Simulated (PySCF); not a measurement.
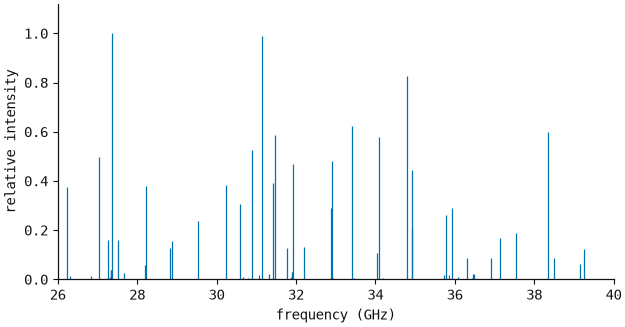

Simulated rotational absorption lines between 26 and 40 GHz at 2 K: rigid rotor with the equilibrium constants and dipole of one optimised conformer (PBE0-D3(BJ)/def2-SVP, PySCF 2.14.0), commonest isotopes; no centrifugal distortion, hyperfine structure, internal rotation or nuclear-spin weights; lines within 1 MHz of each other are summed.

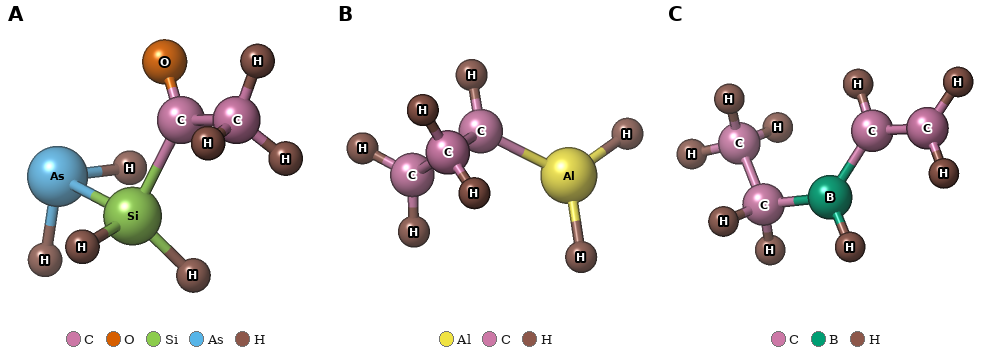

Which molecule gives this spectrum? Choose among the lettered structures.

Structure C, C₄H₉B, SMILES C=CBCC. Rotational constants A, B, C = 13.08, 2.440, 2.109 GHz, |μa|, |μb|, |μc| = 0.37, 0.48, 0.04 D.

Note: coarse grid, loose stop and no frequency check, small forces are noise and the end may be a saddle.
